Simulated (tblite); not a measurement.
Geometry relaxation, with input and output: AlB$_{3}$ClO$_{6}$ (charge −1)

AlB$_{3}$ClO$_{6}$, charge −1, SMILES [Cl][Al-]12[O]B3OB(OB(O3)[O]1)[O]2, computed with GFN2-xTB geometry optimisation, gas phase (tblite 0.8.0).

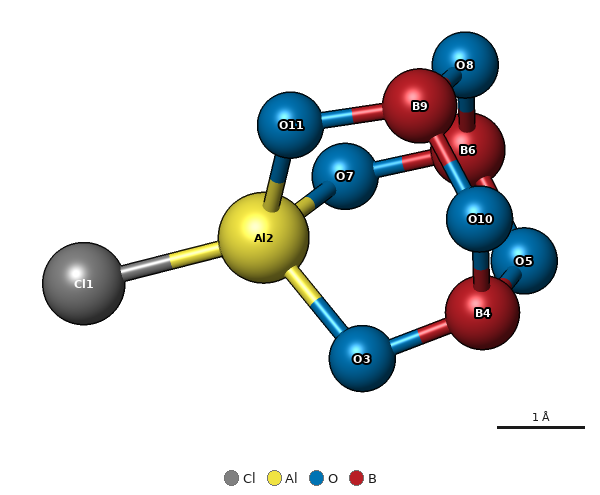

Fig. 1: The starting structure (ball-and-stick view, seen at a tilt; atoms are numbered from 1 in the order of the input). Sticks mark near contacts. Bond lengths as drawn: Al–Cl 2.19 Å, Al–O 1.89 to 1.90 Å and B–O 1.51 to 1.54 Å.

**Results in brief**

| quantity | value |
| --- | --- |
| outcome | converged |
| total energy | −939.3816 eV |
| hardware | 1 CPU thread, shared host |
| peak memory | 0.17 GiB |

**Input file**
```
{"job": {"kind": "relax", "xc": "GFN2-xTB", "basis": "xTB"}, "charge": -1, "multiplicity": 1}
Cl    -0.030156    -0.879850     4.402268
Al     0.192234    -0.986046     2.229715
O     -1.133485    -0.105182     1.199124
B     -0.818710    -0.261829    -0.264984
O      0.547380     0.311238    -0.547119
B      1.797988    -0.390542     0.018253
O      1.783010    -0.263093     1.521609
O      1.656063    -1.873164    -0.333810
B      0.327547    -2.590861    -0.040506
O     -0.799985    -1.732344    -0.601900
O      0.188127    -2.712496     1.470126
```

The first line tells a small driver script what to run in tblite; the rest is the geometry in Å.

Launched with:
```bash
OMP_NUM_THREADS=1 python <driver script> task.json out
```

**The program's output**
```
step      E/eV     max force
  0    -934.10371    7.823
  1    -936.67298    5.655
  2    -938.65576    2.633
  3    -939.18201    1.301
  4    -939.26335    0.893
  5    -939.36789    0.563
  6    -939.37896    0.234
  7    -939.38139    0.052
  8    -939.38154    0.031
  9    -939.38162    0.019
 10    -939.38163    0.013
 11    -939.38164    0.006
```

**Trajectory as extended XYZ (Å, eV, eV/Å), 12 frames, from step=0 to step=11**
```
11
Properties=species:S:1:pos:R:3:forces:R:3 step=0 energy=-934.10371
Cl   -0.0302   -0.8798    4.4023    0.1840  -0.0840  -1.8160
Al    0.1922   -0.9860    2.2297   -0.0050  -0.0100  -0.4260
O    -1.1335   -0.1052    1.1991    1.0100  -0.5040  -2.8040
B    -0.8187   -0.2618   -0.2650    4.8370  -3.1930   4.5140
O     0.5474    0.3112   -0.5471    0.1160  -0.6020   0.0230
B     1.7980   -0.3905    0.0183   -6.4050  -2.9850   3.3570
O     1.7830   -0.2631    1.5216   -0.2860  -0.3370  -3.1680
O     1.6561   -1.8732   -0.3338   -0.6540   0.4150  -0.1070
B     0.3275   -2.5909   -0.0405    0.1740   6.5880   3.6030
O    -0.8000   -1.7323   -0.6019    0.8150  -0.0010   0.1170
O     0.1881   -2.7125    1.4701    0.2120   0.7120  -3.2940
11
Properties=species:S:1:pos:R:3:forces:R:3 step=1 energy=-936.67298
Cl   -0.0275   -0.8810    4.3763    0.1820  -0.0840  -1.8000
Al    0.1922   -0.9862    2.2236    0.0000  -0.0080  -0.3370
O    -1.1191   -0.1124    1.1591    1.0710  -0.5790  -1.6270
B    -0.7496   -0.3075   -0.2005    3.6050  -2.3710   3.0190
O     0.5490    0.3026   -0.5468    0.1090  -0.6580   0.1470
B     1.7065   -0.4332    0.0662   -4.7490  -2.2280   2.1120
O     1.7789   -0.2679    1.4764   -0.6530  -0.4220  -1.9710
O     1.6467   -1.8672   -0.3353   -0.6930   0.4190   0.0040
B     0.3300   -2.4967    0.0110    0.1860   4.8530   2.3960
O    -0.7883   -1.7324   -0.6002    0.7990   0.0770   0.2150
O     0.1912   -2.7023    1.4231    0.1430   1.0010  -2.1570
11
Properties=species:S:1:pos:R:3:forces:R:3 step=2 energy=-938.65576
Cl   -0.0227   -0.8833    4.3291    0.1630  -0.0800  -1.6250
Al    0.1922   -0.9864    2.2147    0.0180   0.0080  -0.2060
O    -1.0910   -0.1275    1.1155    0.6450  -0.3840   0.8270
B    -0.6541   -0.3703   -0.1202    2.0180  -1.3390   0.1570
O     0.5519    0.2854   -0.5430    0.0460  -0.4680   0.1140
B     1.5806   -0.4922    0.1226   -2.3210  -1.1810  -0.3880
O     1.7620   -0.2789    1.4238   -0.8110  -0.2810   0.6630
O     1.6286   -1.8562   -0.3353   -0.4600   0.2450  -0.0100
B     0.3349   -2.3681    0.0747    0.2780   2.4170  -0.2250
O    -0.7673   -1.7304   -0.5947    0.5010   0.1700   0.1280
O     0.1950   -2.6762    1.3656   -0.0790   0.8930   0.5650
11
Properties=species:S:1:pos:R:3:forces:R:3 step=3 energy=-939.18201
Cl   -0.0174   -0.8858    4.2762    0.1150  -0.0620  -1.1740
Al    0.1926   -0.9863    2.2068    0.0370   0.0200  -0.1060
O    -1.0667   -0.1413    1.1158    0.5710  -0.3530   1.0110
B    -0.5730   -0.4239   -0.0850   -0.0150  -0.0930  -0.2530
O     0.5540    0.2689   -0.5393    0.0130  -0.0410  -0.2310
B     1.4812   -0.5409    0.1366    0.0310   0.0800  -0.1910
O     1.7387   -0.2890    1.4171   -0.8370  -0.3110   0.8280
O     1.6119   -1.8468   -0.3357    0.0300  -0.0800  -0.2990
B     0.3428   -2.2654    0.0950    0.1060  -0.0730  -0.3680
O    -0.7487   -1.7261   -0.5900    0.0390   0.1290  -0.2530
O     0.1947   -2.6476    1.3552   -0.0900   0.7830   1.0350
11
Properties=species:S:1:pos:R:3:forces:R:3 step=4 energy=-939.26335
Cl   -0.0152   -0.8870    4.2532    0.0870  -0.0460  -0.8870
Al    0.1932   -0.9860    2.2044    0.0240   0.0070  -0.1080
O    -1.0555   -0.1481    1.1296    0.5910  -0.3570   0.5220
B    -0.5648   -0.4309   -0.0835   -0.3310   0.1530   0.0840
O     0.5544    0.2668   -0.5427    0.0120  -0.0010  -0.2100
B     1.4709   -0.5448    0.1370    0.3010   0.2250   0.1390
O     1.7240   -0.2947    1.4273   -0.7390  -0.3150   0.3880
O     1.6109   -1.8472   -0.3405    0.0590  -0.0720  -0.2480
B     0.3450   -2.2554    0.0932    0.0140  -0.4210   0.1210
O    -0.7463   -1.7238   -0.5935    0.0030   0.0600  -0.2330
O     0.1935   -2.6331    1.3683   -0.0210   0.7670   0.4320
11
Properties=species:S:1:pos:R:3:forces:R:3 step=5 energy=-939.36789
Cl   -0.0095   -0.8899    4.1957   -0.0010  -0.0020  -0.0060
Al    0.1946   -0.9855    2.1975    0.0000  -0.0040  -0.1240
O    -1.0219   -0.1683    1.1603    0.2320  -0.1240  -0.1940
B    -0.5616   -0.4369   -0.0751   -0.3800   0.2860   0.2380
O     0.5554    0.2636   -0.5532   -0.0050  -0.0120   0.0210
B     1.4629   -0.5448    0.1444    0.3580   0.1790   0.2230
O     1.6820   -0.3122    1.4494   -0.1960  -0.1240  -0.2260
O     1.6107   -1.8494   -0.3540   -0.0090   0.0360   0.0460
B     0.3483   -2.2518    0.0984   -0.0750  -0.4390   0.3450
O    -0.7425   -1.7192   -0.6050    0.0260  -0.0520   0.0170
O     0.1916   -2.5898    1.3944    0.0500   0.2570  -0.3400
11
Properties=species:S:1:pos:R:3:forces:R:3 step=6 energy=-939.37896
Cl   -0.0092   -0.8901    4.1929   -0.0030  -0.0020   0.0140
Al    0.1947   -0.9854    2.1955   -0.0020   0.0010  -0.0520
O    -1.0175   -0.1708    1.1617    0.1020  -0.0470  -0.1140
B    -0.5685   -0.4321   -0.0742   -0.1340   0.1130   0.0900
O     0.5553    0.2636   -0.5536   -0.0090  -0.0220   0.0600
B     1.4702   -0.5411    0.1456    0.1300   0.0490   0.0640
O     1.6771   -0.3146    1.4499   -0.0830  -0.0580  -0.1400
O     1.6110   -1.8493   -0.3542   -0.0270   0.0400   0.0810
B     0.3475   -2.2603    0.1006   -0.0340  -0.1550   0.1360
O    -0.7424   -1.7196   -0.6056    0.0340  -0.0280   0.0670
O     0.1919   -2.5844    1.3941    0.0260   0.1090  -0.2050
11
Properties=species:S:1:pos:R:3:forces:R:3 step=7 energy=-939.38139
Cl   -0.0093   -0.8902    4.1930   -0.0010  -0.0040  -0.0110
Al    0.1947   -0.9854    2.1944    0.0000   0.0040  -0.0060
O    -1.0153   -0.1718    1.1607    0.0150   0.0010   0.0080
B    -0.5723   -0.4291   -0.0737    0.0120   0.0010  -0.0270
O     0.5550    0.2632   -0.5524   -0.0110   0.0020   0.0380
B     1.4744   -0.5394    0.1458    0.0030  -0.0170  -0.0410
O     1.6749   -0.3159    1.4483   -0.0250  -0.0140  -0.0120
O     1.6106   -1.8486   -0.3525    0.0020   0.0120   0.0510
B     0.3468   -2.2650    0.1020   -0.0010   0.0090  -0.0390
O    -0.7418   -1.7201   -0.6042    0.0060  -0.0110   0.0480
O     0.1923   -2.5819    1.3914    0.0000   0.0170  -0.0080
11
Properties=species:S:1:pos:R:3:forces:R:3 step=8 energy=-939.38154
Cl   -0.0093   -0.8903    4.1926   -0.0020  -0.0040  -0.0060
Al    0.1947   -0.9853    2.1941    0.0000   0.0030  -0.0040
O    -1.0148   -0.1719    1.1609    0.0040   0.0070   0.0030
B    -0.5724   -0.4290   -0.0740    0.0120  -0.0020  -0.0120
O     0.5549    0.2632   -0.5518   -0.0080   0.0090   0.0200
B     1.4746   -0.5395    0.1454   -0.0020  -0.0110  -0.0240
O     1.6742   -0.3163    1.4480   -0.0110  -0.0060  -0.0090
O     1.6106   -1.8484   -0.3517    0.0120   0.0010   0.0290
B     0.3468   -2.2651    0.1016    0.0010   0.0100  -0.0230
O    -0.7416   -1.7203   -0.6035   -0.0040  -0.0090   0.0280
O     0.1923   -2.5813    1.3912   -0.0010   0.0030  -0.0020
11
Properties=species:S:1:pos:R:3:forces:R:3 step=9 energy=-939.38162
Cl   -0.0093   -0.8904    4.1924   -0.0020  -0.0040  -0.0050
Al    0.1947   -0.9852    2.1940    0.0000   0.0010  -0.0030
O    -1.0145   -0.1718    1.1608   -0.0020   0.0080   0.0000
B    -0.5722   -0.4289   -0.0742    0.0030   0.0000   0.0060
O     0.5546    0.2635   -0.5511   -0.0030   0.0100  -0.0020
B     1.4747   -0.5398    0.1447   -0.0020  -0.0010  -0.0020
O     1.6738   -0.3166    1.4476   -0.0020   0.0000  -0.0030
O     1.6109   -1.8483   -0.3507    0.0160  -0.0090   0.0020
B     0.3468   -2.2650    0.1011    0.0020   0.0020   0.0020
O    -0.7417   -1.7206   -0.6025   -0.0100  -0.0030   0.0040
O     0.1923   -2.5811    1.3908   -0.0010  -0.0030   0.0010
11
Properties=species:S:1:pos:R:3:forces:R:3 step=10 energy=-939.38163
Cl   -0.0093   -0.8905    4.1923   -0.0020  -0.0040  -0.0040
Al    0.1947   -0.9852    2.1939   -0.0010   0.0000  -0.0030
O    -1.0145   -0.1717    1.1608   -0.0030   0.0070   0.0000
B    -0.5721   -0.4289   -0.0742    0.0000   0.0010   0.0060
O     0.5545    0.2637   -0.5510   -0.0010   0.0050  -0.0040
B     1.4747   -0.5399    0.1446   -0.0010   0.0010   0.0000
O     1.6736   -0.3166    1.4474    0.0000   0.0010  -0.0020
O     1.6112   -1.8484   -0.3505    0.0110  -0.0070  -0.0010
B     0.3468   -2.2649    0.1010    0.0030  -0.0010   0.0050
O    -0.7419   -1.7207   -0.6023   -0.0060  -0.0010   0.0020
O     0.1923   -2.5810    1.3908    0.0000  -0.0030   0.0010
11
Properties=species:S:1:pos:R:3:forces:R:3 step=11 energy=-939.38164
Cl   -0.0094   -0.8907    4.1921   -0.0020  -0.0040  -0.0030
Al    0.1947   -0.9852    2.1938   -0.0010   0.0000  -0.0020
O    -1.0145   -0.1714    1.1608   -0.0020   0.0050   0.0010
B    -0.5721   -0.4288   -0.0740   -0.0030   0.0010   0.0030
O     0.5544    0.2639   -0.5510    0.0010  -0.0030  -0.0040
B     1.4747   -0.5399    0.1444    0.0000   0.0010   0.0000
O     1.6735   -0.3166    1.4473    0.0000   0.0020  -0.0010
O     1.6117   -1.8487   -0.3503    0.0000  -0.0010  -0.0020
B     0.3469   -2.2649    0.1010    0.0030  -0.0020   0.0040
O    -0.7421   -1.7208   -0.6020    0.0020   0.0020   0.0020
O     0.1923   -2.5811    1.3908    0.0010  -0.0020   0.0010
```

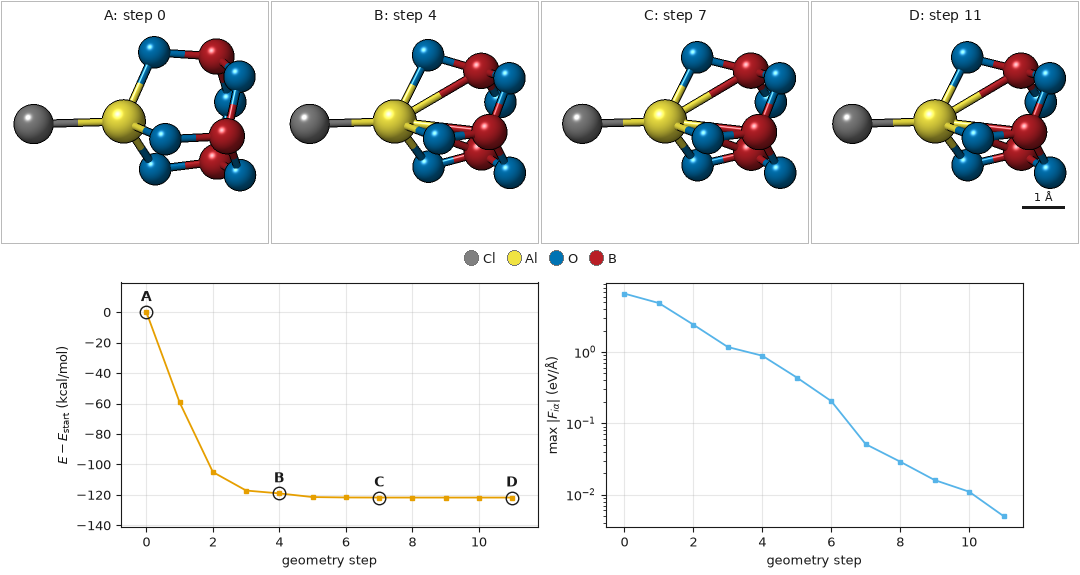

Fig. 2: Frames of the relaxation (ball-and-stick view, seen at a tilt) above the curves, on which the letters mark them (steps are counted from 0).

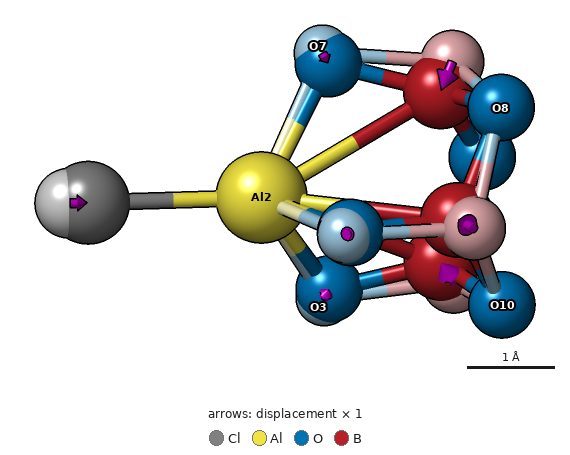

Fig. 3: Start (faint) and end (solid) with the displacements as pink arrows, at true length (ball-and-stick view, seen at a tilt). The two geometries are laid on each other by the best rigid fit. The largest move after the best rigid fit is that of B6, 0.38 Å. By element the largest moves are B 0.38 Å, Cl 0.21 Å, O 0.15 Å, Al 0.04 Å. Among the contacts that change: Al2–B6 2.797 → 2.457 Å, Al2–B4 2.787 → 2.458 Å, Al2–B9 2.783 → 2.458 Å, B9–O11 1.522 → 1.337 Å. Among the angles that change: B4–O5–B6 119.6° → 94.3°, B6–O8–B9 119.2° → 94.3°, B4–O10–B9 118.4° → 94.3°. After 11 geometry steps the energy has fallen by 121.7 kcal/mol. The largest force component goes from 6.6 to 0.005 eV/Å. (Atoms are counted from 1 in the order of the input.)
